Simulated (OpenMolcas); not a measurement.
# Zn⁺: RASSCF and RASPT2 terms and fine-structure levels

Which level of Zn⁺ lies lowest, and where do the others fall? The reference wave functions come first, then spin-orbit coupling, then second-order correlation under several settings.

The numbers are computed with OpenMolcas 26.06 (state-averaged RASSCF and RASPT2, spin-orbit coupling by RASSI with atomic mean-field integrals), except any that are marked as measured or tabulated.

### 1 Starting point

| Item | Value |
| --- | --- |
| Species | Zn⁺ (zinc, Z = 30, 29 electrons) |
| Basis | ANO-L-VQZP [7s6p4d3f2g], 84 functions |
| Scalar Hamiltonian | non-relativistic, point nucleus |
| Inactive shells | 1s 2s 2p 3s 3p 3d |
| Active space | 1 electron in 9 orbitals (RAS2 4s 4p; RAS3 4d, at most 1 electrons) |
| Some configurations of this space | 4p, 4s |
| Orbitals | optimised for each spin and parity, averaged over the low roots |

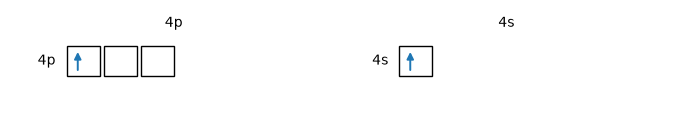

The shells outside the core, filled by Hund's rule for the drawing.

Each step is its own input file, run in one work folder so that later steps find the files of earlier ones. Labels, J, g values, rates, χT and fits are worked out afterwards by a script from the matrices that RASSI stores.

### 2 One- and two-electron integrals

a.inp reads:

```
&GATEWAY
Coord
1

Zn 0.0 0.0 0.0
Basis=ANO-L-VQZP
Group=XYZ
NoMove
AngMom=0.0 0.0 0.0
AMFI
&SEWARD
```

Command:

```sh
$ OMP_NUM_THREADS=1 MOLCAS_MEM=2252 MOLCAS_PROJECT=a pymolcas a.inp > a.log
```

### 3 A small preliminary run for start orbitals

a.inp reads:

```
&RASSCF
FileOrb=start.orb
Symmetry=1
Spin=2
nActEl=1 0 0
Inactive=8 6
Ras2=1 3
CIRoot=1 1 1
SDav=1
CIMx=300
Iter=120 100
PrWF=0.3
OrbListing=Nothing
MaxOrb=0
Atom
>>> COPY $Project.JobIph JOBPRE
```

### 4 Reference wave functions, doublets of even parity, 1 root

a.inp reads:

```
&RASSCF
FileOrb=start.orb
Symmetry=1
Spin=2
nActEl=1 0 1
Inactive=8 6
Ras2=1 3
Ras3=5 0
CIRoot=1 1 1
SDav=6
CIMx=300
Iter=120 100
PrWF=0.3
OrbListing=Nothing
MaxOrb=0
Thrs=2.0e-7 1.0e-1 5.0e-4
Atom
>>> COPY $Project.JobIph JOB001
```

### 5 RASSCF: doublets of odd parity, 3 roots

a.inp reads:

```
&RASSCF
FileOrb=start.orb
Symmetry=2
Spin=2
nActEl=1 0 1
Inactive=8 6
Ras2=1 3
Ras3=5 0
CIRoot=3 3 1
SDav=3
CIMx=300
Iter=120 100
PrWF=0.3
OrbListing=Nothing
MaxOrb=0
Thrs=2.0e-7 1.0e-1 5.0e-4
Atom
>>> COPY $Project.JobIph JOB002
```

### 6 RASSI: spin-orbit coupling between the states

a.inp reads:

```
&RASSI
NrOfJobIphs=2 1 3
1
1 2 3
IphNames
JOB001
JOB002
EJob
SpinOrbit
DIPRint=1.0
SOCoupling=1000.0
Subsets=2
MEES
Property=10
'ANGMOM' 1 'ANGMOM' 2 'ANGMOM' 3 'MLTPL  1' 1 'MLTPL  1' 2 'MLTPL  1' 3
'AMFI' 1 'AMFI' 2 'AMFI' 3 'MLTPL  2' 6
SOProperty=3
'ANGMOM' 1 'ANGMOM' 2 'ANGMOM' 3
```

### 7 CASPT2: IPEA 0.75, sigma2 regulariser 0.1 (closed shells correlated: 3s 3p 3d)

a.inp reads:

```
>>> COPY JOB001 $Project.JobIph
&CASPT2
Multistate=1 1
Frozen=2 3
IPEA=0.75
Sig2=0.1
MaxIter=60
WThr=0.0 0.3 0.05
PrWF=0.5
NoMix
>>> COPY JOB002 $Project.JobIph
&CASPT2
Multistate=3 1 2 3
Frozen=2 3
IPEA=0.75
Sig2=0.1
MaxIter=60
WThr=0.0 0.3 0.05
PrWF=0.5
NoMix
```

### 8 CASPT2: IPEA 0.6, real shift 0.3 (closed shells correlated: 3s 3p 3d)

Edit a.inp of step 7 so:

```diff
@@ -4,4 +4,4 @@
 Frozen=2 3
-IPEA=0.75
-Sig2=0.1
+IPEA=0.6
+Shift=0.3
 MaxIter=60
@@ -14,4 +14,4 @@
 Frozen=2 3
-IPEA=0.75
-Sig2=0.1
+IPEA=0.6
+Shift=0.3
 MaxIter=60
```

### 9 CASPT2: IPEA 0.4 (closed shells correlated: 3d)

a.inp reads:

```
>>> COPY JOB001 $Project.JobIph
&CASPT2
Multistate=1 1
Frozen=3 6
IPEA=0.4
MaxIter=60
WThr=0.0 0.3 0.05
PrWF=0.5
NoMix
>>> COPY JOB002 $Project.JobIph
&CASPT2
Multistate=3 1 2 3
NoMult
Frozen=3 6
IPEA=0.4
MaxIter=60
WThr=0.0 0.3 0.05
PrWF=0.5
NoMix
```

(Steps that only read results are left out.)

Before running it: what results should come out? Wanted: lowest level; first excited level; strongest of the lines computed, by gA, at SS-RASPT2 energies.

**Answer**, as computed:

| quantity | value |
| --- | --- |
| method | SS-RASPT2, IPEA 0.75, sigma2 regulariser 0.1 (closed shells correlated: 3s 3p 3d) |
| lowest level | 4s ²S_1/2, 100 % of that term, g = 2.002 |
| ground level listed by NIST | 2S1/2 |
| first excited level | 4p ²P°_1/2 at 47320 cm⁻¹ |
| strongest of the lines computed, by gA, at SS-RASPT2 energies | 4p ²P°_3/2 → 4s ²S_1/2, 208.4 nm, A = 5.56e+08 s⁻¹ |

Cost and accuracy by method:

| method | time of its own steps | time with the reference | mean absolute difference from the measured levels (cm-1) |
| --- | --- | --- | --- |
| A. RASSCF | 22 s | 22 s | 5100 |
| B. SS-RASPT2, IPEA 0.75, sigma2 regulariser 0.1, +3s 3p 3d | 5.4 s | 27 s | 1300 |
| C. SS-RASPT2, IPEA 0.6, real shift 0.3, +3s 3p 3d | 5.8 s | 28 s | 1200 |
| D. SS-RASPT2, IPEA 0.4, +3d | 4.2 s | 26 s | 1700 |

Times are of one thread on a shared host.

**Reading.** Method C lies closest to the measured levels (1200 cm⁻¹ on average, level with B) and A farthest (5100). Only the configurations of the active space and the roots asked for are present. Not all states of the active space went into the spin-orbit step. The levels of the extra active shells were not computed. Only valence configurations of the active space appear, up to the ionisation limit; * or ° marks odd parity.
